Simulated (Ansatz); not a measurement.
ClF₂HOTi

```xyz
6

Ti   -0.0175   -0.0001    0.1205
Cl    0.1703    0.2615    2.3082
F     1.5573   -0.0902   -0.5781
F    -0.8256    1.3698   -0.5477
O    -0.8971   -1.4282   -0.2451
H    -1.3868   -2.2186   -0.4130
```

The calculation used Ansatz, RHF/def2-SVP.

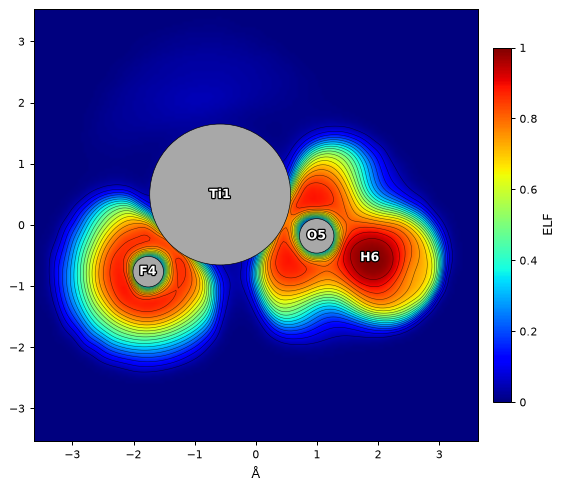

Figure 1. ELF on the plane of atoms F4, Ti1 and O5. Grey discs cover the atomic cores.

Describe what can be read from this map.

The plane passes through Ti, F, O and H nuclei.
Ti–O (1.72 Å): the ELF peaks at about 0.80 in the valence shell of O, 0.5 Å from its nucleus, and drops to about 0.20 between the two atoms.
Ti–F (1.73 Å): the ELF peaks at about 0.85 in the valence shell of F, 0.5 Å from its nucleus, and drops to about 0.20 between the two atoms.
O–H (0.94 Å): the ELF climbs to about 1 towards the hydrogen, as it does in any bond to H: a covalent bond by its length.

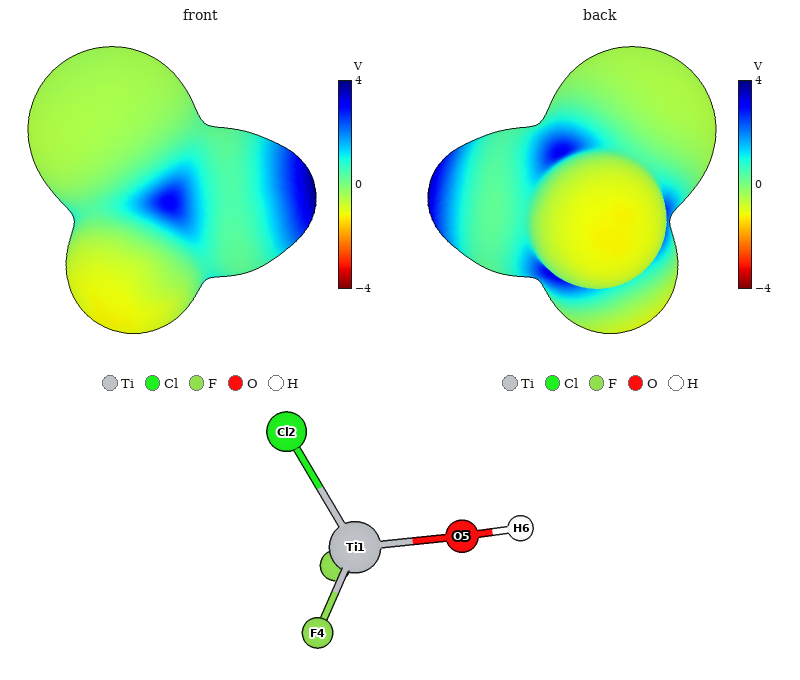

Figure 2. The molecular electrostatic potential painted on the density surface at 0.002 e/bohr³, seen from the front and from behind; red is negative and blue positive. The bare structure is drawn below in the same view.

Which sites attract a positive test charge, and which a negative one?

A positive charge is drawn to the negative regions and a negative charge to the positive ones. The most negative region (about −1.2 V) lies over F3 and F4, the most positive (about +3.7 V) over H6.

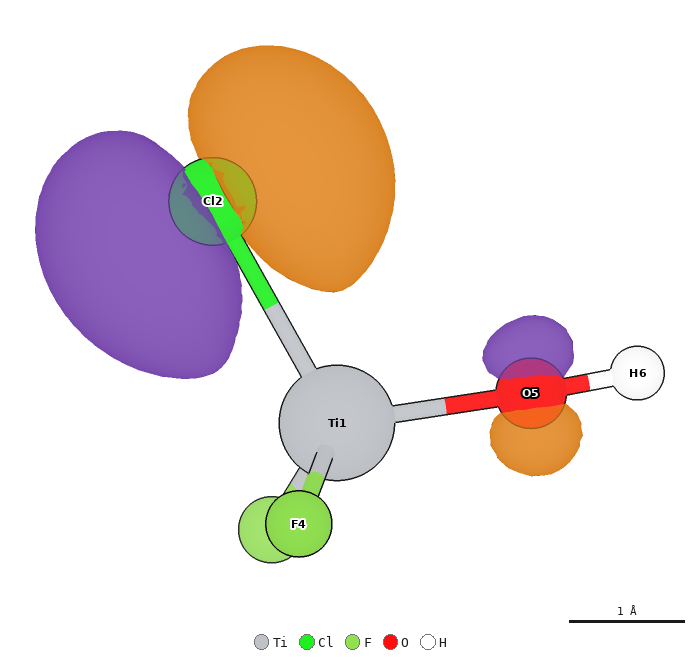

Figure 3. The HOMO at ±0.15 Å⁻³ᐟ² (orange and purple are the two phases), seen across its widest extent.

Where does this orbital lie, and at what energy?

By Hirshfeld shares it lies mainly on Cl2 (about 85 %); largely a lone pair of Cl2. Its energy is −12.84 eV.
